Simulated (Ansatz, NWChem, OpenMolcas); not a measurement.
# SnNH2F (SMILES [NH2][Sn][F]): methods side by side

SnNH2F has 5 atoms, charge 0, and is taken as a singlet. SMILES: `[NH2][Sn][F]`. The coordinates come from a PBE0-D4/def2-TZVP relaxation. This is one conformer, not always the lowest.

```xyz
5

N    -0.3029    0.4955   -0.3933
Sn    0.3389   -0.0537    1.4232
F     0.9669   -1.7759    0.7543
H    -0.7468    1.3693   -0.6291
H    -0.2062   -0.1089   -1.1966
```

Quantity: the electronic atomisation energy, in eV. The values are calculated. Electronic energies at fixed atoms, without zero-point motion or spin-orbit coupling.

```json
{"level": "HF/def2-SVP (core potential)", "kind": "Hartree–Fock", "program": "NWChem", "value (eV)": "9.95", "less CCSD(T)/def2-SVP": "-4.83", "CPU time (all runs)": "14 s"}
{"level": "PBE/def2-SVP (core potential)", "kind": "GGA", "program": "OpenMolcas", "value (eV)": "16.71", "less CCSD(T)/def2-SVP": "+1.93", "CPU time (all runs)": "49 s"}
{"level": "M06-L/def2-SVP (core potential)", "kind": "meta-GGA", "program": "OpenMolcas", "value (eV)": "16.44", "less CCSD(T)/def2-SVP": "+1.66", "CPU time (all runs)": "57 s"}
{"level": "r2SCAN0/def2-SVP (core potential)", "kind": "hybrid meta-GGA", "program": "Ansatz", "value (eV)": "15.43", "less CCSD(T)/def2-SVP": "+0.65", "CPU time (all runs)": "16 s"}
{"level": "wB97X/def2-SVP (core potential)", "kind": "range-separated hybrid", "program": "Ansatz", "value (eV)": "16.36", "less CCSD(T)/def2-SVP": "+1.58", "CPU time (all runs)": "29 s"}
{"level": "PBE-QIDH/def2-SVP (core potential)", "kind": "double hybrid", "program": "Ansatz", "value (eV)": "15.40", "less CCSD(T)/def2-SVP": "+0.62", "CPU time (all runs)": "9.2 s"}
{"level": "RPA@PBE0/def2-SVP (core potential)", "kind": "RPA", "program": "Ansatz", "value (eV)": "14.39", "less CCSD(T)/def2-SVP": "-0.39", "CPU time (all runs)": "12 s"}
{"level": "CCSD(T)/def2-SVP (core potential)", "kind": "coupled cluster or CI", "program": "Ansatz", "value (eV)": "14.78", "less CCSD(T)/def2-SVP": "0.00", "CPU time (all runs)": "11 s"}
```

CCSD(T)/def2-SVP (core potential) is the highest level here, not the true value. Correlated wave functions underbind in double-zeta sets. The values span 9.95 to 16.71 eV. In the correlated wave-function rows the outer d shell of Sn is correlated, in sets not made for it. In so small a basis fixed costs decide the times, and correlated methods can beat functionals. CPU times are rough (shared hosts, several kinds of processor and program).

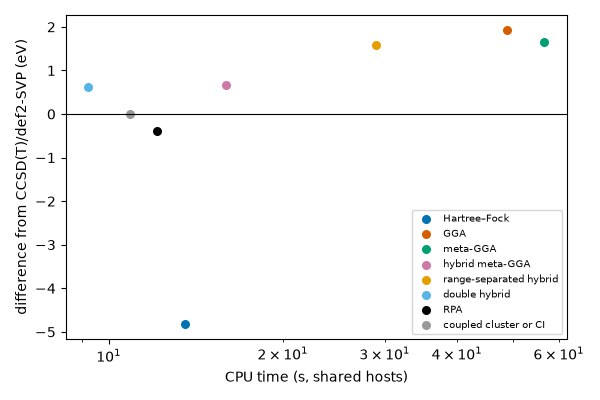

Difference from CCSD(T)/def2-SVP against processor time, one point a level.
